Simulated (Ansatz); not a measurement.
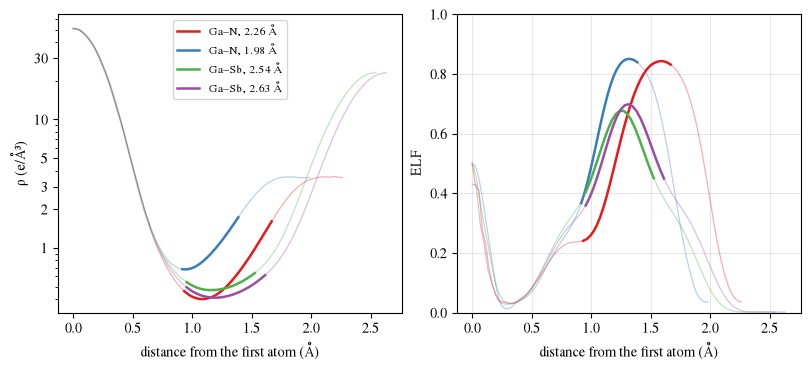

Figure. Ga4Sb3N. Valence pseudo-density and electron localisation function along straight lines between neighbouring atoms. Thin, pale parts lie inside the atomic spheres.

Space group Cm; started from the ordered alloy on wurtzite lattice prototype, which need not be the ambient phase; computed pressure about 2 GPa in this cell.

These are results of DFT, PBE, plane waves, PAW (Ansatz 0.2.0), not measurements.

In a PAW calculation such maps are meaningful between the atoms, not at the nuclei.

```cif
data_structure
_symmetry_space_group_name_H-M 'P 1'
_symmetry_Int_Tables_number 1
_cell_length_a 15.0408
_cell_length_b 4.0614
_cell_length_c 6.9335
_cell_angle_alpha 90.000
_cell_angle_beta 116.287
_cell_angle_gamma 90.000
_cell_volume 379.74
loop_
_atom_site_label
_atom_site_type_symbol
_atom_site_fract_x
_atom_site_fract_y
_atom_site_fract_z
_atom_site_occupancy
N1 N 0.99760 0.00000 0.64698 1
N2 N 0.49760 0.50000 0.64698 1
Sb1 Sb 0.75812 0.50000 0.59242 1
Sb2 Sb 0.25812 0.00000 0.59242 1
Ga1 Ga 0.85066 0.00000 0.51725 1
Ga2 Ga 0.35066 0.50000 0.51725 1
Ga3 Ga 0.55559 0.50000 0.43785 1
Ga4 Ga 0.05559 0.00000 0.43785 1
Sb3 Sb 0.50342 0.00000 0.16837 1
Sb4 Sb 0.00342 0.50000 0.16837 1
Sb5 Sb 0.73309 0.00000 0.08093 1
Sb6 Sb 0.23309 0.50000 0.08093 1
Ga5 Ga 0.81482 0.50000 0.99949 1
Ga6 Ga 0.31482 0.00000 0.99949 1
Ga7 Ga 0.53670 0.00000 0.80672 1
Ga8 Ga 0.03670 0.50000 0.80672 1
```

### Compare the contacts.

Ga–N (2.26 Å): the density is about 0.4 e/Å³ at the midpoint; the ELF peaks at about 0.85 in the valence shell of N, 0.7 Å from its nucleus, and is about 0.40 at the midpoint.
Ga–N (1.98 Å): the density is about 0.69 e/Å³ at the midpoint; the ELF peaks at about 0.85 in the valence shell of N, 0.7 Å from its nucleus, and is about 0.45 at the midpoint.
Ga–Sb (2.54 Å): ρ is about 0.48 e/Å³ halfway; the ELF peaks at about 0.70 between the atoms.
Ga–Sb (2.63 Å): the density is about 0.43 e/Å³ at the midpoint; the ELF peaks at about 0.70 between the atoms.
